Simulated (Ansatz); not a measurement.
# Single-point calculation, with input and output: BSiH3Cl (charge −1)

- system: BSiH3Cl, charge −1
- method: RKS PBE0-D4/def2-TZVPPD (Ansatz 0.2.0)

The geometry comes from this level: PBE0-D4/def2-TZVPD.

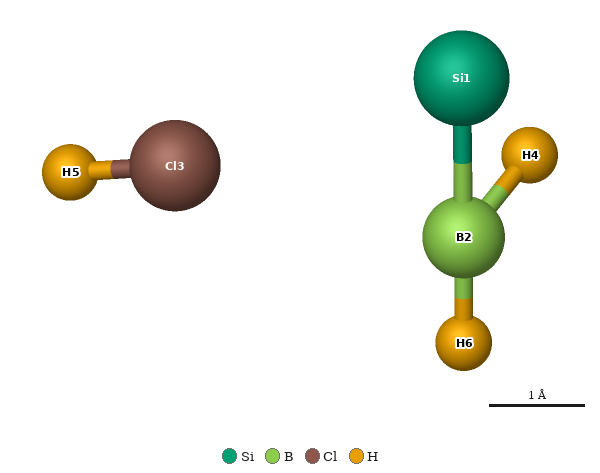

Fig. 1: The structure as given in the input (ball-and-stick view, seen at a tilt; atoms are numbered from 1 in the order of the input).

The input
```yaml
crystal:
  periodic: [false, false, false]
  atoms:
    - {symbol: Si, position_ang: [0.420289, -1.821735, -0.928165]}
    - {symbol: B, position_ang: [0.806133, -0.978239, 0.614490]}
    - {symbol: Cl, position_ang: [-0.734930, 1.826331, -0.789774]}
    - {symbol: H, position_ang: [-0.289019, -1.718247, 0.642701]}
    - {symbol: H, position_ang: [-1.200029, 3.016001, -0.991367]}
    - {symbol: H, position_ang: [1.064216, -0.405205, 1.633378]}
basis:
  gaussian: {orbitals: "def2-TZVPPD.json"}
total_charge: -1
hamiltonian: {xc: pbe0, dispersion: d4}
output: {orbitals: {seedname: orbitals}}
```

Machine: 2 threads of Arm Neoverse V2, 23 GiB of memory available, shared host.

Run as:
```bash
ansatz run in.yaml --threads 2 --pin off --events-out ev --progress --plain --max-ram 4352MiB
```

Output
```
Functional definition: PBE0
  name "PBE0"
  cite "Adamo & Barone, J. Chem. Phys. 110, 6158 (1999) doi:10.1063/1.478522"
  cite "Perdew, Burke & Ernzerhof, Phys. Rev. Lett. 77, 3865 (1996) doi:10.1103/PhysRevLett.77.3865"
  parent pbe
  parameter a = 0.25
  parameter kappa = 0.804
  parameter beta = 0.06672455060314922
  exchange = (1 - a)*pbe_x(kappa = kappa, mu = beta*pi^2/3) + a*exact_x
  correlation = pbe_c(beta = beta)
998 factors; their error is unknown
mean field evaluation 1: about -21112.5824 eV, gradient 3.3e1 eV
mean field evaluation 2: about -21103.6093 eV, gradient 5.3e1 eV
mean field evaluation 4: about -21116.3027 eV, gradient 3.7e0 eV
mean field evaluation 8: about -21116.3860 eV, gradient 2.6e-1 eV
mean field evaluation 16: about -21116.3861 eV, gradient 1.4e-5 eV
mean field -21116.38614059 eV, -776.0128774660 hartree, gradient 1.4e-5 eV, S^2 0.000000; 0 other end points of the search recorded, 0 dependent functions left out
reference -21116.38618477 eV, -776.0128790896 hartree; 20, 20 occupied and 167, 167 virtual orbitals, 998 factors
Total energy: -21116.49076956 eV, -776.0167225098 hartree
```

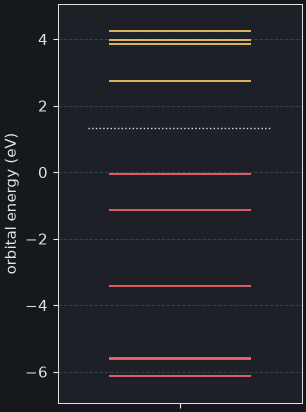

Fig. 2: Orbital energies near the frontier; the dotted line parts filled from empty levels, and levels within 0.02 eV of each other stand side by side. Highest filled −0.07 eV, lowest empty 2.73 eV, 2.80 eV apart.

Summary

- outcome: converged
- total energy: −21116.4908 eV
- mean-field energy: −21116.3862 eV
- dispersion energy: −0.1046 eV
- SCF solution under orbital rotations: stable
- HOMO: −0.07 eV
- LUMO: 2.73 eV
- wall time: 2.6 s (CPU time 4.9 s)
- peak memory: 0.38 GiB
